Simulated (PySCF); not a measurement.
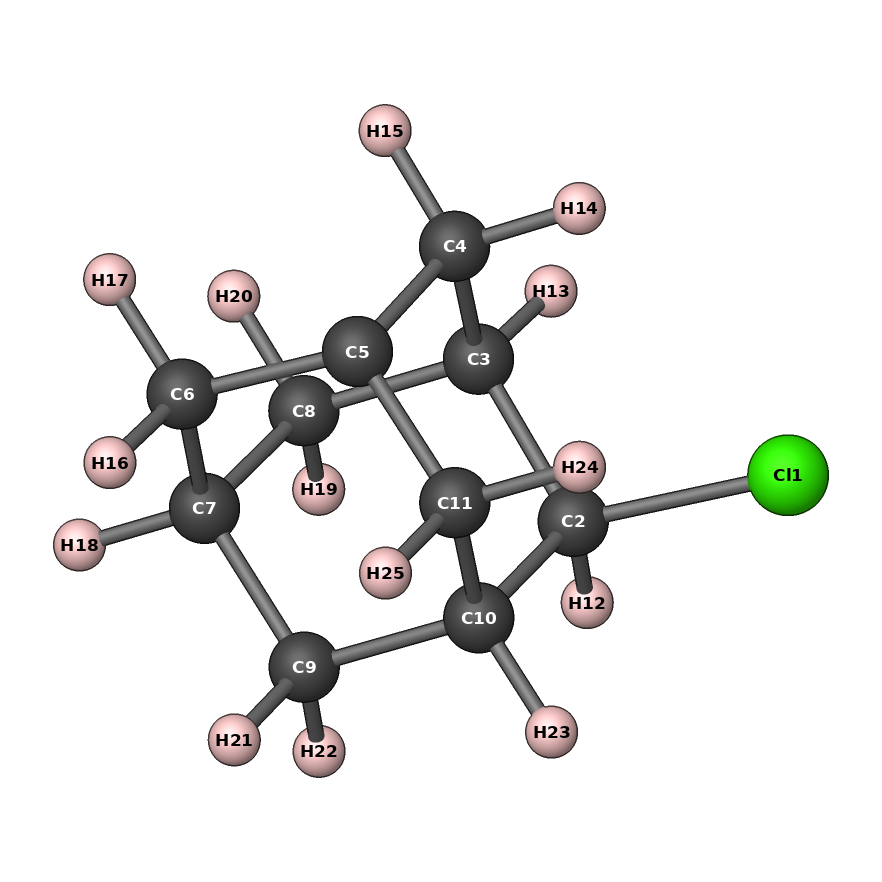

The questions are on Mulliken spin populations. State: neutral, doublet. The geometry was computed by an optimisation with PBE0-D3(BJ)/def2-SVP. No frequency run is at hand to confirm it as a minimum. Level of theory: UKS B3LYP, IGLO-III on C Cl, pcH-1 on H, non-relativistic (PySCF 2.14.0).

List the Mulliken spin populations.

```json
{"atom": "Cl1", "value (e)": "0.00"}
{"atom": "C2", "value (e)": "0.00"}
{"atom": "C3", "value (e)": "0.03"}
{"atom": "C4", "value (e)": "−0.05"}
{"atom": "C5", "value (e)": "0.95"}
{"atom": "C6", "value (e)": "−0.05"}
{"atom": "C7", "value (e)": "0.04"}
{"atom": "C8", "value (e)": "0.00"}
{"atom": "C9", "value (e)": "0.00"}
{"atom": "C10", "value (e)": "0.03"}
{"atom": "C11", "value (e)": "−0.05"}
{"atom": "H12", "value (e)": "0.00"}
{"atom": "H13", "value (e)": "0.01"}
{"atom": "H14", "value (e)": "0.01"}
{"atom": "H15", "value (e)": "0.01"}
{"atom": "H16", "value (e)": "0.01"}
{"atom": "H17", "value (e)": "0.01"}
{"atom": "H18", "value (e)": "0.01"}
{"atom": "H19", "value (e)": "0.00"}
{"atom": "H20", "value (e)": "0.00"}
{"atom": "H21", "value (e)": "0.00"}
{"atom": "H22", "value (e)": "0.00"}
{"atom": "H23", "value (e)": "0.01"}
{"atom": "H24", "value (e)": "0.01"}
{"atom": "H25", "value (e)": "0.01"}
```

Mulliken values depend strongly on the basis set.
